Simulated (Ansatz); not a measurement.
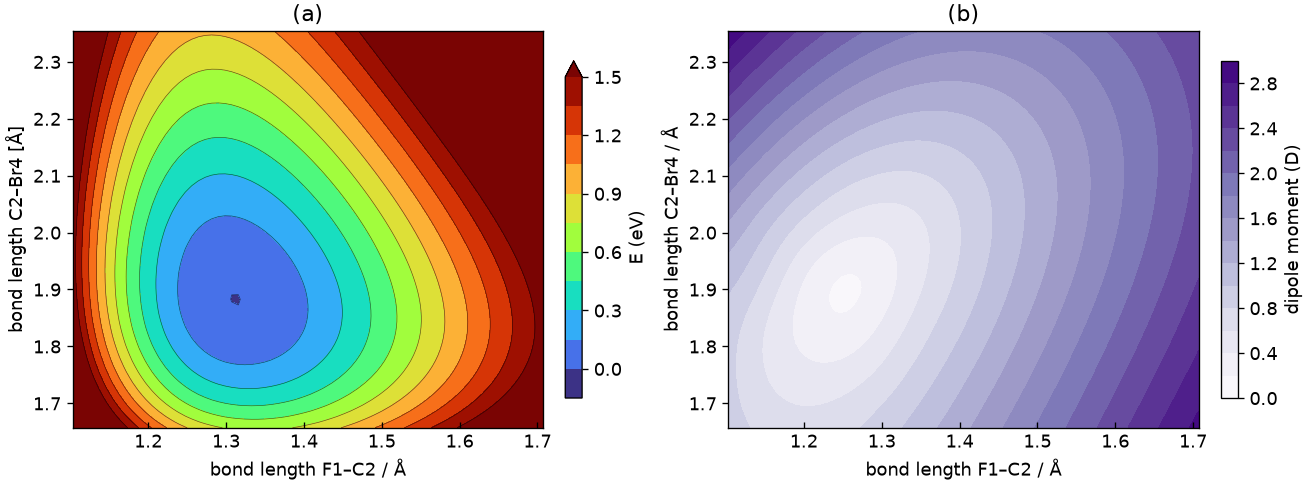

CBrClF, SMILES F[C](Cl)Br, spin multiplicity 2. 
- First axis: bond length F1–C2. Second axis: bond length C2–Br4.
- Nothing is relaxed (all other coordinates rigid).
- Grid: 9 × 9 points.
- Energies: eV, counted from the relaxed molecule at the same level.
- Method: UKS PBE0-D4/def2-SVP (Ansatz 0.2.0).

Panel (a) is the energy; panel (b) is the computed dipole moment, in D.

The picture shows filled contours, one colour for all values above the top of the scale. Between grid points the surface is interpolated.

### How does the dipole moment vary over the map, and what is it at the lowest grid point?

Leaving out the highest fifth of the energies, it runs from 0.18 D at bond length F1–C2 = 1.254 Å, bond length C2–Br4 = 1.918 Å to 2.69 D at bond length F1–C2 = 1.707 Å, bond length C2–Br4 = 1.744 Å. At the lowest grid point, bond length F1–C2 = 1.330 Å, bond length C2–Br4 = 1.918 Å, it is 0.46 D.

```tsv
bond length C2–Br4 ↓, bond length F1–C2 →	1.103	1.179	1.254	1.330	1.405	1.481	1.556	1.632	1.707
2.354	2.94	2.46	2.09	1.84	1.73	1.77	1.91	2.13	2.39
2.267	2.53	2.04	1.67	1.45	1.40	1.51	1.72	1.99	2.29
2.180	2.11	1.62	1.26	1.08	1.11	1.31	1.59	1.91	2.24
2.092	1.70	1.20	0.85	0.74	0.90	1.20	1.54	1.89	2.24
2.005	1.34	0.83	0.48	0.50	0.81	1.19	1.56	1.94	2.30
1.918	1.06	0.55	0.18	0.46	0.86	1.26	1.65	2.03	2.40
1.831	0.90	0.43	0.26	0.60	0.99	1.39	1.78	2.16	2.53
1.744	0.86	0.52	0.51	0.80	1.17	1.55	1.93	2.31	2.69
1.657	0.92	0.69	0.75	1.01	1.35	1.72	2.10	2.48	2.86
```
